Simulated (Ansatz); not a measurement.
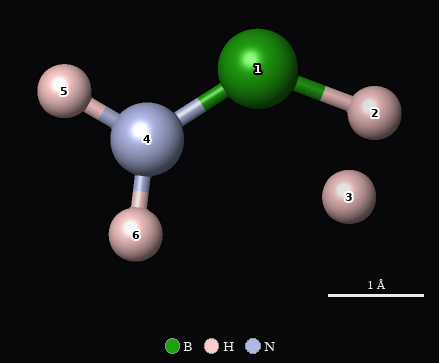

Fig. 1: The structure as given in the input (ball-and-stick view, seen on its broad side; atoms are numbered from 1 in the order of the input). Bond lengths as drawn: B–H 1.32 Å, B–N 1.39 Å and H–N 1.01 Å.

## Frequency calculation of BNH₄

The run: frequency calculation of BNH₄. Method and program: RKS CAM-B3LYP-D4/def2-SVPD (Ansatz 0.2.0).

It belongs to a series of runs on one base structure; here: vibrations at the highest image of the band. Figures and captions count atoms from 1; the log counts them from 0 in places.

The program's output:
```
Engine: ansatz 0.2.0, x86_64-unknown-linux-gnu
Functional definition: CAM-B3LYP
  parameter alpha = 0.19
  parameter beta = 0.46
  parameter omega = 0.33/bohr
  parameter ac = 0.81
  exchange = (1 - alpha - beta)*b88_x + beta*b88_x_sr(omega) + alpha*exact_x + beta*exact_x_lr(omega)
  correlation = (1 - ac)*vwn5_c + ac*lyp_c
590 factors; their error is unknown
308 factors; integrals over basis functions are off by at most 1.4e-6 eV
mean field evaluation 1: about -2221.7977 eV, gradient 4.2e1 eV
mean field evaluation 2: about -2220.5054 eV, gradient 4.9e1 eV
mean field evaluation 4: about -2225.4841 eV, gradient 1.2e0 eV
mean field evaluation 8: about -2225.4773 eV, gradient 1.6e-1 eV
mean field evaluation 16: about -2225.4774 eV, gradient 2.1e-5 eV
mean field -2225.47739440 eV, -81.7847857615 hartree, gradient 2.1e-5 eV, S^2 0.000000; 0 other end points of the search recorded, 0 dependent functions left out
the calculation of the forces begins
reference -2225.47749968 eV, -81.7847896304 hartree; 8, 8 occupied and 64, 64 virtual orbitals, 590 factors
these checks for a lower state are left out or cut short: stability, starts, cluster_reference, orbital_swaps, neighbouring_geometries, increment
590 factors; their error is unknown
308 factors; integrals over basis functions are off by at most 1.4e-6 eV
mean field -2225.47730449 eV, -81.7847824572 hartree, gradient 1.3e-6 eV, S^2 0.000000; 0 other end points of the search recorded, 0 dependent functions left out
[... from here on the field's lines of each further geometry are left out, up to the last ...]
the calculation of the forces begins
reference -2225.47748230 eV, -81.7847889917 hartree; 8, 8 occupied and 64, 64 virtual orbitals, 590 factors
these checks for a lower state are left out or cut short: stability, starts, cluster_reference, orbital_swaps, neighbouring_geometries, increment
590 factors; their error is unknown
308 factors; integrals over basis functions are off by at most 1.4e-6 eV
mean field -2225.47738076 eV, -81.7847852604 hartree, gradient 2.4e-6 eV, S^2 0.000000; 0 other end points of the search recorded, 0 dependent functions left out
the calculation of the forces begins
reference -2225.47748603 eV, -81.7847891288 hartree; 8, 8 occupied and 64, 64 virtual orbitals, 590 factors
WARN: phonons: modes at or below zero, which the zero-point energy, F, S and C_V leave out: 1, the lowest at -889.14 cm⁻¹. A minimum has none, and a first-order saddle one
Total energy: -2225.52572263 eV, -81.7865617912 hartree
Atom 0 at    -0.385469    -0.322371     0.522775 Å, force     0.000001    -0.000012     0.000027 eV/Å
Atom 1 at     0.894439    -0.052675     0.687338 Å, force    -0.000008    -0.000002    -0.000001 eV/Å
Atom 2 at     0.980240     0.332721    -0.148138 Å, force     0.000021     0.000009    -0.000008 eV/Å
Atom 3 at    -1.159974    -0.044239    -0.593891 Å, force     0.000011     0.000012    -0.000021 eV/Å
Atom 4 at    -2.133986    -0.315510    -0.566950 Å, force    -0.000032    -0.000013     0.000011 eV/Å
Atom 5 at    -0.897150     0.402074    -1.461034 Å, force     0.000008     0.000006    -0.000008 eV/Å
Dipole moment:    -0.117613     0.226769    -0.594843 e Å
Vibrations: -889.14 627.13 671.42 708.24 911.81 921.12 1287.24 1619.97 1833.74 2458.08 3605.42 3694.22 cm⁻¹, zero-point energy 1.136836 eV
```

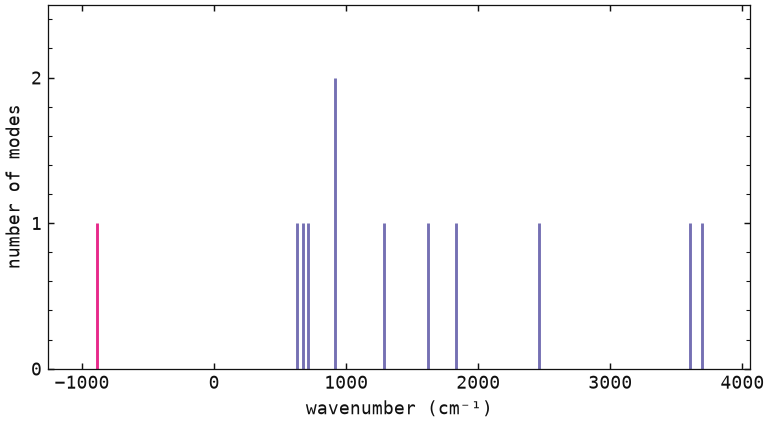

Fig. 2: Harmonic vibrational wavenumbers from the force constants; neighbouring modes closer than 21 cm⁻¹ are counted in one stick, and imaginary ones are drawn at negative wavenumbers. 12 modes from 889i to 3694 cm⁻¹, 1 imaginary beyond 8i (889i cm⁻¹): a first-order saddle point, if the geometry is stationary.

The run was set up as follows.

The input:
```yaml
crystal:
  periodic: [false, false, false]
  atoms:
    - { symbol: B, position_ang: [-0.385469, -0.322371, 0.522775] }
    - { symbol: H, position_ang: [0.894439, -0.052675, 0.687338] }
    - { symbol: H, position_ang: [0.98024, 0.332721, -0.148138] }
    - { symbol: "N", position_ang: [-1.159974, -0.044239, -0.593891] }
    - { symbol: H, position_ang: [-2.133986, -0.31551, -0.56695] }
    - { symbol: H, position_ang: [-0.89715, 0.402074, -1.461034] }
basis:
  gaussian: { orbitals: def2-SVPD }
hamiltonian:
  xc: cam_b3lyp
  dispersion: d4
phonons: {}
```

Launch command:
```bash
ansatz run input.yaml --threads 2 --pin off --max-ram 3072MiB --backend cpu --events-out ev --progress --plain --runs-dir out
```

Summary:

| quantity | value |
| --- | --- |
| outcome | converged |
| total energy | −2225.5257 eV |
| mean-field energy | −2225.4775 eV |
| largest force (length of the vector) | under 0.001 eV/Å |
| hardware | 2 threads of AMD EPYC (Zen 5), 32 GiB of memory available, shared host |
| wall time | 5.3 s (CPU time 9.8 s) |
| peak memory | 0.15 GiB |
